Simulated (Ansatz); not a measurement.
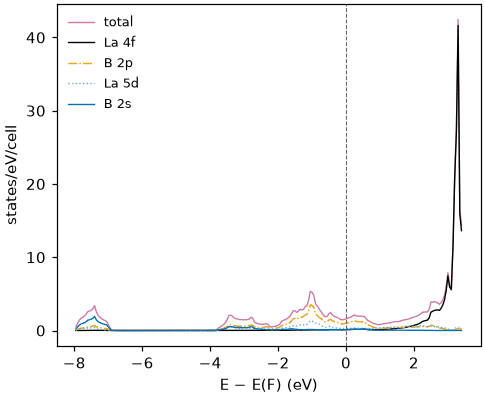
Figure: Total and projected density of states of LaB₂ (MoSi2 or CaC2 type, I4/mmm), plane-wave PAW PBE (Ansatz code)

Task: Which orbitals carry the states next to the Fermi level?

Result: Within 0.5 eV of the Fermi level: B 2p 62 %, La 5d 19 %, La 4f 7 %, B 2s 7 %. Projections are on Löwdin-orthogonalised atomic valence shells; empty p or d shells of many metals are not among them.

Task: Where is the tallest occupied peak in this window, and what makes it?

Result: Near -1.0 eV, about 5.3 states/eV per cell; the largest projected share is B 2p.

The start of the workflow was typed in or built on a structure type; neither database checked (COD, Materials Project) lists it. Whether it is the stable phase at ambient conditions was not checked. The cell was relaxed with PBE under the symmetry of its start; whether a distortion lowers the energy is not shown. Its formation energy is positive at this level, so the cell may be metastable or incomplete. Spin–orbit coupling is left out wherever it is not named.

Potentials: the earlier of the program's two PAW sets.
